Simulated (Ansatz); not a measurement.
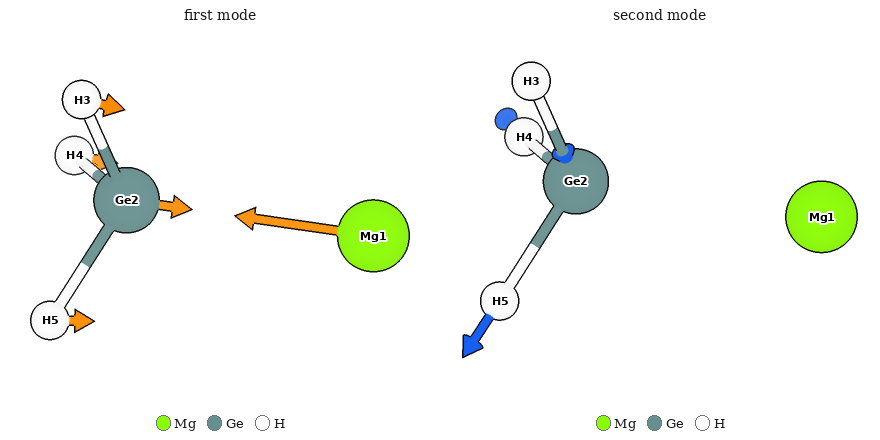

The system is GeH₃Mg, spin multiplicity 2; the picture shows the reference structure; its two panels give the patterns of the first and the second mode as arrows. The first coordinate is: normal mode 1 (282 cm⁻¹); the second: normal mode 9 (2161 cm⁻¹). Nothing is relaxed (straight displacements along the two mass-weighted modes). The grid has 15 × 15 points. Points are written as (first, second). All energies are given in eV relative to the relaxed molecule at the same level. Theory: Ansatz 0.2.0, UHF-MP2, frozen core/def2-TZVP.

Its coordinates:

```xyz
5

Mg   -0.9452   -1.0195    2.0411
Ge    0.0594    0.0640   -0.1281
H    -1.0070    0.5228   -1.1386
H     0.9135    1.3146    0.1461
H     0.9793   -0.8818   -0.9205
```

Range: normal mode 1 (282 cm⁻¹) from −2.025 to 2.025 amu½·Å; normal mode 9 (2161 cm⁻¹) from −0.264 to 0.264 amu½·Å.

**What landscape does the calculation give?**

The lowest grid point is at (0.000 amu½·Å, 0.000 amu½·Å), 0.00 eV from the relaxed molecule at the same level. It is the only kind of minimum in the scanned range. The highest grid point, (2.025 amu½·Å, 0.264 amu½·Å), lies 1.76 eV above the lowest.

| normal mode 9 (2161 cm⁻¹) ↓, normal mode 1 (282 cm⁻¹) → | −2.025 | −1.736 | −1.446 | −1.157 | −0.868 | −0.579 | −0.289 | 0.000 | 0.289 | 0.579 | 0.868 | 1.157 | 1.446 | 1.736 | 2.025 |
| --- | --- | --- | --- | --- | --- | --- | --- | --- | --- | --- | --- | --- | --- | --- | --- |
| 0.264 | 1.10 | 1.02 | 0.95 | 0.88 | 0.82 | 0.77 | 0.74 | 0.73 | 0.74 | 0.79 | 0.87 | 0.99 | 1.18 | 1.43 | 1.76 |
| 0.227 | 0.89 | 0.81 | 0.73 | 0.67 | 0.61 | 0.56 | 0.53 | 0.52 | 0.53 | 0.58 | 0.66 | 0.78 | 0.97 | 1.22 | 1.55 |
| 0.189 | 0.72 | 0.64 | 0.56 | 0.50 | 0.44 | 0.39 | 0.36 | 0.35 | 0.36 | 0.41 | 0.49 | 0.61 | 0.80 | 1.05 | 1.38 |
| 0.151 | 0.58 | 0.51 | 0.43 | 0.36 | 0.31 | 0.26 | 0.23 | 0.22 | 0.23 | 0.27 | 0.35 | 0.48 | 0.67 | 0.92 | 1.25 |
| 0.113 | 0.48 | 0.41 | 0.33 | 0.27 | 0.21 | 0.16 | 0.13 | 0.12 | 0.13 | 0.18 | 0.26 | 0.38 | 0.57 | 0.82 | 1.15 |
| 0.075 | 0.42 | 0.34 | 0.27 | 0.20 | 0.14 | 0.09 | 0.06 | 0.05 | 0.06 | 0.11 | 0.19 | 0.32 | 0.50 | 0.75 | 1.08 |
| 0.038 | 0.38 | 0.30 | 0.23 | 0.16 | 0.10 | 0.05 | 0.02 | 0.01 | 0.03 | 0.07 | 0.15 | 0.28 | 0.46 | 0.71 | 1.05 |
| 0.000 | 0.37 | 0.29 | 0.21 | 0.15 | 0.09 | 0.04 | 0.01 | 0.00 | 0.01 | 0.06 | 0.14 | 0.27 | 0.45 | 0.70 | 1.03 |
| −0.038 | 0.38 | 0.30 | 0.23 | 0.16 | 0.10 | 0.05 | 0.02 | 0.01 | 0.03 | 0.07 | 0.15 | 0.28 | 0.46 | 0.71 | 1.04 |
| −0.075 | 0.41 | 0.33 | 0.26 | 0.19 | 0.14 | 0.09 | 0.06 | 0.05 | 0.06 | 0.10 | 0.19 | 0.31 | 0.50 | 0.75 | 1.08 |
| −0.113 | 0.47 | 0.39 | 0.32 | 0.25 | 0.19 | 0.15 | 0.12 | 0.10 | 0.12 | 0.16 | 0.24 | 0.37 | 0.55 | 0.80 | 1.14 |
| −0.151 | 0.55 | 0.47 | 0.40 | 0.33 | 0.27 | 0.22 | 0.19 | 0.18 | 0.19 | 0.24 | 0.32 | 0.45 | 0.63 | 0.88 | 1.21 |
| −0.189 | 0.65 | 0.57 | 0.49 | 0.43 | 0.37 | 0.32 | 0.29 | 0.28 | 0.29 | 0.34 | 0.42 | 0.54 | 0.73 | 0.98 | 1.31 |
| −0.227 | 0.76 | 0.68 | 0.61 | 0.54 | 0.49 | 0.44 | 0.41 | 0.40 | 0.41 | 0.45 | 0.53 | 0.66 | 0.84 | 1.09 | 1.43 |
| −0.264 | 0.90 | 0.82 | 0.75 | 0.68 | 0.62 | 0.57 | 0.54 | 0.53 | 0.54 | 0.59 | 0.67 | 0.80 | 0.98 | 1.23 | 1.56 |

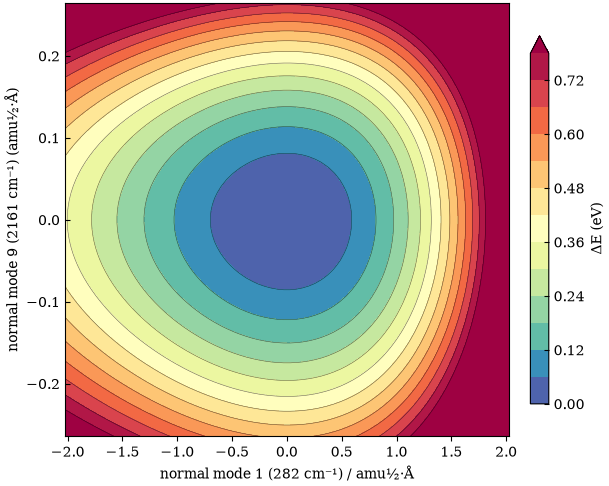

In the figure: filled contours, one colour for all values above the top of the scale. Between grid points the surface is interpolated.

Each point was launched as `ansatz run input.yaml --threads 1 --pin off --max-ram 2560MiB --backend cpu --events-out ev --progress --plain --runs-dir out`. The whole map (225 points run) took 16 min on 1 thread of Intel(R) Xeon(R) 6975P-C (Granite Rapids), with other jobs on the host.
